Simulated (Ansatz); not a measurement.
# CHF3O3S (triflic acid): r2SCAN0/6-31G(d) (spherical functions)

Aim: the energy change on altering one bond length of CHF3O3S (triflic acid) at r2SCAN0/6-31G* (spherical functions), from 2 runs. 

The calculation is run with Ansatz 0.2.0.

115 further runs of the same task are left out: 1 that didn't finish, 114 set aside as unsound or not needed.

**1. The system as given**

CHF3O3S: 9 atoms, total charge 0, spin state singlet. As SMILES, `O=S(=O)(O)C(F)(F)F`. The coordinates come from a PBE0-D4/def2-TZVP relaxation. This is one conformer, not always the lowest.

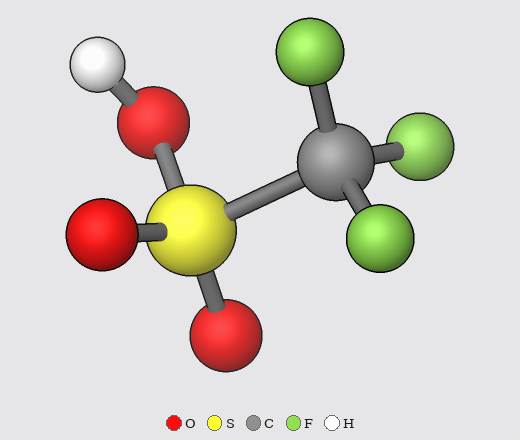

Viewed from a chosen angle; oxygen red, sulfur yellow, carbon grey, fluorine green, hydrogen white.

**2. The energy at r2SCAN0/6-31G(d) (spherical functions)**

Contents of input.yaml:

```yaml
crystal:
  periodic: [false, false, false]
  atoms:
    - symbol: O
      position_ang: [1.462890, -0.581870, 0.985740]
    - symbol: S
      position_ang: [0.298500, -0.778940, 0.194370]
    - symbol: O
      position_ang: [0.144480, -1.837650, -0.729970]
    - symbol: O
      position_ang: [-0.972740, -0.777950, 1.128120]
    - symbol: C
      position_ang: [0.003130, 0.796730, -0.725230]
    - symbol: F
      position_ang: [-0.076560, 1.801740, 0.138180]
    - symbol: F
      position_ang: [1.014380, 1.004120, -1.547510]
    - symbol: F
      position_ang: [-1.120920, 0.723830, -1.412290]
    - symbol: H
      position_ang: [-0.753170, -0.350000, 1.968590]
basis:
  gaussian:
    orbitals: 6-31G_st_-spherical.json
hamiltonian:
  xc: {name: r2SCAN0}
accuracy: high
output:
  orbitals: {seedname: orbitals}
```

The basis set 6-31G* is read from a file made from the Basis Set Exchange's data (not shown).

Command:

```console
$ ansatz run input.yaml --threads 1 --pin off --max-ram 3480MiB --events-out events.jsonl --progress --plain --runs-dir runs
```

Output:

```text
Warning: RAYON_NUM_THREADS=1 ignored (pool sized by the plan → 1); use --threads N
Functional definition: r2SCAN0
  name "r2SCAN0"
  parameter a = 0.25
  parameter k0 = 0.174
  parameter k1 = 0.065
  parameter a1 = 4.9479
  exchange = (1 - a)*r2scan_x(k0 = k0, k1 = k1, a1 = a1) + a*exact_x
  correlation = r2scan_c
2686 factors; integrals over basis functions are off by at most 6.4e-9 eV
mean field evaluation 1: about -26156.6300 eV, gradient 7.9e1 eV
mean field evaluation 2: about -26137.9887 eV, gradient 1.3e2 eV
mean field evaluation 4: about -26166.9164 eV, gradient 6.0e0 eV
mean field evaluation 8: about -26167.5053 eV, gradient 4.8e-1 eV
mean field evaluation 16: about -26167.5059 eV, gradient 2.5e-4 eV
mean field -26167.50585194 eV, -961.6381030865 hartree, gradient 5.9e-8 eV, S^2 0.000000; 0 other end points of the search recorded, 0 dependent functions left out
reference -26167.50585225 eV, -961.6381030977 hartree; 37, 37 occupied and 81, 81 virtual orbitals, 2686 factors
Total energy: -26167.50585225 eV, -961.6381030977 hartree
```

Wall time 38 s (1 thread of Intel Xeon Platinum 8259CL at 2.50GHz (Skylake/Cascade Lake), shared host); peak memory 0.62 GiB.

**3. The distorted shape**

Contents of in.yaml:

```yaml
crystal:
  periodic: [false, false, false]
  atoms:
    - {symbol: O, position_ang: [1.551503, -1.054580, 1.261625]}
    - {symbol: S, position_ang: [0.387113, -1.251650, 0.470255]}
    - {symbol: O, position_ang: [0.233093, -2.310360, -0.454085]}
    - {symbol: O, position_ang: [-0.884127, -1.250660, 1.404005]}
    - {symbol: C, position_ang: [0.003130, 0.796730, -0.725230]}
    - {symbol: F, position_ang: [-0.076560, 1.801740, 0.138180]}
    - {symbol: F, position_ang: [1.014380, 1.004120, -1.547510]}
    - {symbol: F, position_ang: [-1.120920, 0.723830, -1.412290]}
    - {symbol: H, position_ang: [-0.664557, -0.822710, 2.244475]}
basis:
  gaussian:
    orbitals: 6-31G_st_-spherical.json
hamiltonian:
  xc: {name: r2SCAN0}
accuracy: high
output: {orbitals: {seedname: orbitals}}
```

The basis set 6-31G* is read from a file made from the Basis Set Exchange's data (not shown).

Command:

```console
$ ansatz run in.yaml --threads 1 --pin off --max-ram 3480MiB --events-out events.jsonl --progress --plain --runs-dir runs
```

Output:

```text
Warning: RAYON_NUM_THREADS=1 ignored (pool sized by the plan → 1); use --threads N
Functional definition: r2SCAN0
  name "r2SCAN0"
  parameter a = 0.25
  parameter k0 = 0.174
  parameter k1 = 0.065
  parameter a1 = 4.9479
  exchange = (1 - a)*r2scan_x(k0 = k0, k1 = k1, a1 = a1) + a*exact_x
  correlation = r2scan_c
2633 factors; integrals over basis functions are off by at most 4.4e-9 eV
mean field evaluation 1: about -26154.8063 eV, gradient 7.9e1 eV
mean field evaluation 2: about -26129.1180 eV, gradient 1.4e2 eV
mean field evaluation 4: about -26165.3908 eV, gradient 7.9e0 eV
mean field evaluation 8: about -26166.0150 eV, gradient 9.0e-1 eV
mean field evaluation 16: about -26166.0167 eV, gradient 4.3e-4 eV
mean field -26166.01666107 eV, -961.5833763313 hartree, gradient 4.5e-8 eV, S^2 0.000000; 0 other end points of the search recorded, 0 dependent functions left out
reference -26166.01666139 eV, -961.5833763430 hartree; 37, 37 occupied and 81, 81 virtual orbitals, 2633 factors
Total energy: -26166.01666139 eV, -961.5833763430 hartree
```

Run time: 35 s. Hardware: 1 thread of Intel Xeon Platinum 8259CL at 2.50GHz (Skylake/Cascade Lake), shared host; peak memory 0.61 GiB.

**4. Outcome**

Level: r2SCAN0/6-31G* (spherical functions).

| quantity | value |
| --- | --- |
| first shape: total energy | -961.63810 Eh |
| first shape: HOMO energy | -10.07 eV |
| first shape: LUMO energy | 1.15 eV |
| first shape: HOMO–LUMO gap | 11.21 eV |
| distorted shape: total energy | -961.58338 Eh |
| distorted shape: HOMO energy | -8.68 eV |
| distorted shape: LUMO energy | -2.41 eV |
| distorted shape: HOMO–LUMO gap | 6.27 eV |
| energy change with the S2–C5 bond stretched from 1.848 to 2.403 Å | 1.489 eV |

**Reading.** With the S2–C5 bond stretched from 1.848 to 2.403 Å the energy rises by 1.49 eV (144 kJ/mol). The first shape isn't relaxed at this level, so the change isn't measured from a minimum.
